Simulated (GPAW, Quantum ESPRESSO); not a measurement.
Consider CSO (R3m).

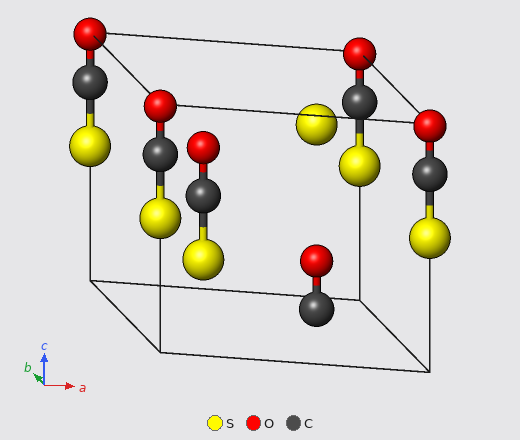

The structure (sulfur yellow, oxygen red, carbon dark grey). Bonds to atoms that aren't drawn are left out. Some periodic images of atoms are drawn too.

```xyz
3
Lattice="3.2940 1.9018 2.0235 -3.2940 1.9018 2.0235 0.0000 -3.8036 2.0235" Properties=species:S:1:pos:R:3 pbc="T T T"
S     0.0000    0.0000    3.2842
O     0.0000    0.0000    6.0189
C     0.0000    0.0000    4.8425
```

Absorber: atom 2, with 1 C at 1.18 Å (terminal, site symmetry 3m). Method: Quantum ESPRESSO XSpectra, LDA, full core hole (charged cell), 6-atom cell with 5.6 Å between holes, 5×5×5 k points, dipole transitions, Lorentzian half width 0.3 eV up to 4 eV, rising linearly to 2.5 eV at 25 eV (counted from xe0, 1.1 eV below the zero used here).

What does the O K edge look like?

Main maxima up to 24 eV above the zero (height): 0.1 eV (6.87), 2.8 eV (1.72) and 13.1 eV (1.17). A K edge sees empty p states on the absorber. The total-energy difference plus the lowest empty eigenvalue puts the zero at 536.74 eV. One term is added: -8.83 eV, since the hole is spin-paired here and a spin-polarised one costs that much less in the free atom (computed apart). The photon energy is then 527.91 eV. The functional and the charged cell's background leave an error in such absolute values: in the free atom LDA prices this hole 4.1 eV below PBE (computed apart), and PBE is itself good to a few eV.

The O K spectrum (energy from the lowest empty level; intensity scaled to a mean of 1 over the first 20 eV; the points at xe0, where the cut of filled states can leave a spike, are interpolated; polarised curves are means over the symmetry-equivalent atoms):

```csv
E (eV),isotropic,ε ⊥ c,ε ∥ c
-2.0,0.17,0.23,0.04
-0.5,1.66,2.45,0.08
1.0,0.75,1.00,0.24
2.5,1.39,0.23,3.73
4.0,0.51,0.18,1.17
5.5,0.62,0.37,1.14
7.0,0.84,0.63,1.27
8.5,0.83,0.49,1.52
10.0,0.98,0.67,1.60
11.5,1.05,0.75,1.64
13.0,1.16,0.87,1.76
14.5,1.06,0.79,1.62
16.0,0.98,0.73,1.48
17.5,0.91,0.70,1.34
19.0,0.83,0.65,1.19
20.5,0.81,0.67,1.08
22.0,0.81,0.69,1.03
23.5,0.80,0.71,0.97
25.0,0.78,0.72,0.90
26.5,0.77,0.72,0.86
28.0,0.77,0.72,0.86
29.5,0.75,0.70,0.84
31.0,0.68,0.65,0.74
```

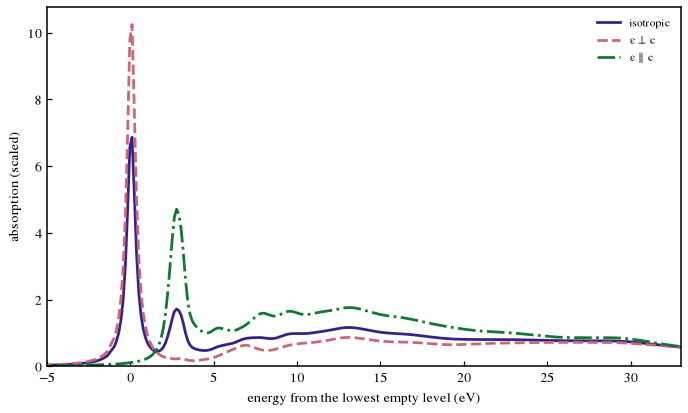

The O K edge.

The holes are only 5.6 Å apart, so the shape is probably not converged with cell size; no larger cell was run here. Lifetime broadening is put in by hand, and intensities beyond about 20 eV depend on it and on the partial waves. The structure is a computed Materials Project entry and may be a hypothetical form.

[Banner, clock and machine lines of the logs are left out without a mark of their own.]

[Logs are printed without paths, hosts, clocks, repeated set-up lines and the standing remarks that a program may print on its own settings, such as how far it seeks lower states.]

[Hosts, paths, dates, database ids (printed as entryN), source tags and the programs' standing remarks are cut or masked in the printed files.]

[Lists of maxima count a maximum above −3 eV only where it reaches 4 % of the highest in the window and stands out from its surroundings by 2 % of it (1.5 % where it reaches 55 %); shoulders and weaker maxima are passed over, and of the rest the first, up to two pre-edge ones and the few strongest are named.]
